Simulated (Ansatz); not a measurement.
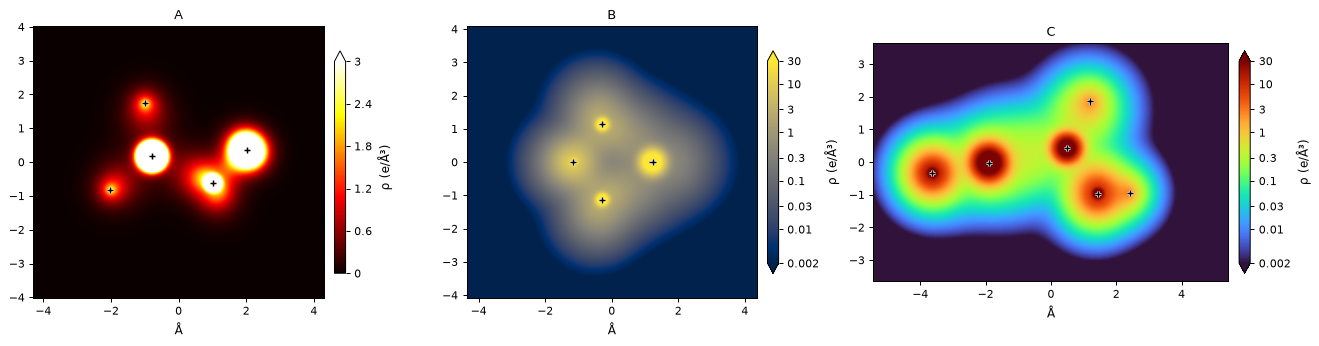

The total electron density of 3 systems, each on a plane through atoms (crosses mark nuclei in the plane).

These are results of RKS PBE0-D4/def2-TZVPP in Ansatz 0.2.0, not measurements.

System 1: CH$_{4}$AlF (SMILES F[CH2][AlH2]), the plane of atoms H6, Al3 and H7. Geometry: PBE0-D4/def2-TZVP.

```xyz
7

F    -1.7439    0.3160   -0.6504
C    -0.6060   -0.4669   -0.4343
Al    0.8161    0.5187    0.5298
H    -0.2572   -0.8266   -1.4121
H    -0.9182   -1.3660    0.1147
H     0.6070    2.0235    0.9746
H     2.1635   -0.2669    0.8320
```

System 2: AlFH$_{2}$OZn, the molecular plane. Geometry: PBE0-D4/def2-TZVP.

| atom | x (Å) | y (Å) | z (Å) |
| --- | --- | --- | --- |
| O | -1.2806 | 1.0485 | -0.5558 |
| Al | 0.1602 | 0.5972 | 0.2208 |
| Zn | 0.6713 | -1.7865 | 0.0345 |
| F | 1.0482 | -3.5112 | -0.0962 |
| H | -1.6159 | 1.9443 | -0.5724 |
| H | 1.0169 | 1.7077 | 0.9691 |

System 3: C$_{2}$H$_{6}$OSi (SMILES C1OC[SiH2]1), the plane of atoms C1, Si4 and C3. Geometry: PBE0-D4/def2-TZVP.

```yaml
atoms:
  - { symbol: C, position_ang: [-0.8884, 0.5684, -0.6213] }
  - { symbol: O, position_ang: [-0.8538, -0.8727, -0.5751] }
  - { symbol: C, position_ang: [0.3752, -1.1762, 0.1162] }
  - { symbol: Si, position_ang: [0.5894, 0.6518, 0.5588] }
  - { symbol: H, position_ang: [-0.7143, 0.9347, -1.6396] }
  - { symbol: H, position_ang: [-1.8576, 0.9404, -0.2791] }
  - { symbol: H, position_ang: [1.1196, -1.5975, -0.5693] }
  - { symbol: H, position_ang: [0.1963, -1.8954, 0.9196] }
  - { symbol: H, position_ang: [0.2933, 1.0324, 1.9663] }
  - { symbol: H, position_ang: [1.8236, 1.3629, 0.1263] }
```

> Which map belongs to which system?

Panel A is system 1, CH$_{4}$AlF: the plane holds F, C, Al and H. C–F (1.40 Å): the density is about 2 e/Å³ at the midpoint, with its minimum of 1.6 e/Å³ about 0.5 Å from C. Panel B is system 3, C$_{2}$H$_{6}$OSi: the plane holds C, O and Si. C–O (1.44 Å): ρ at the midpoint is about 1.9 e/Å³, with its minimum of 1.7 e/Å³ about 0.6 Å from C. Panel C is system 2, AlFH$_{2}$OZn: the plane holds O, Al, Zn, F and H. Al–O (1.70 Å): ρ is about 0.91 e/Å³ halfway.
